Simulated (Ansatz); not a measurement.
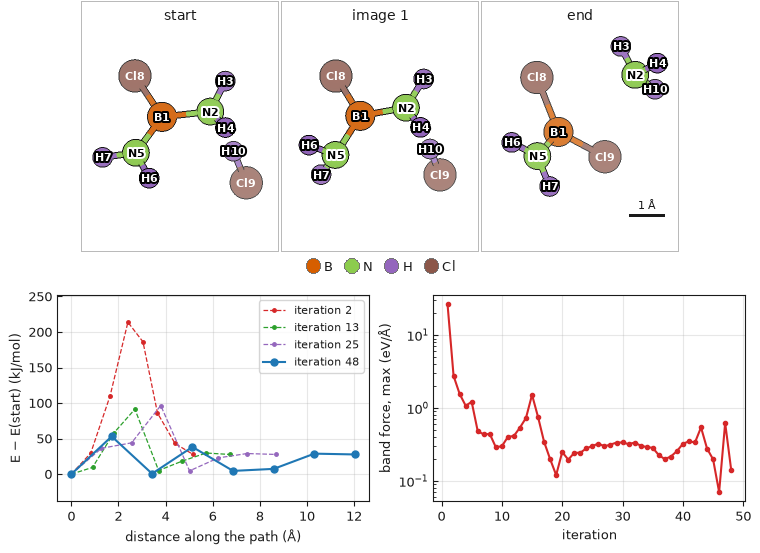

A nudged-elastic-band calculation for BN2H5Cl2. Images are numbered from 0 (start) to 7 (end). The plot follows the band through its iterations. A ball-and-stick model, seen at a tilt.

The calculation used RKS B3LYP/def2-SVP in Ansatz 0.2.0. Set-up: 6 movable images; no climbing image; force threshold 0.05 eV/Å; iteration limit 48; starting path through a guess of the saddle point.

### Judge this run.

The result isn't final. The band hadn't converged when the run stopped after 48 iterations. The largest component of the band force went from 27 to 0.14 eV/Å. The barrier read from it is provisional, though the highest image hardly moved in the last two iterations. The first iteration put the highest image at 609.5 kJ/mol. Relative to the start the highest point is image 1 at +53.1 kJ/mol and the end lies at +27.7 kJ/mol, but the profile dips to +0.6 kJ/mol at image 2 on the way, so there may be more than one step; on an unconverged band the side maxima are provisional.
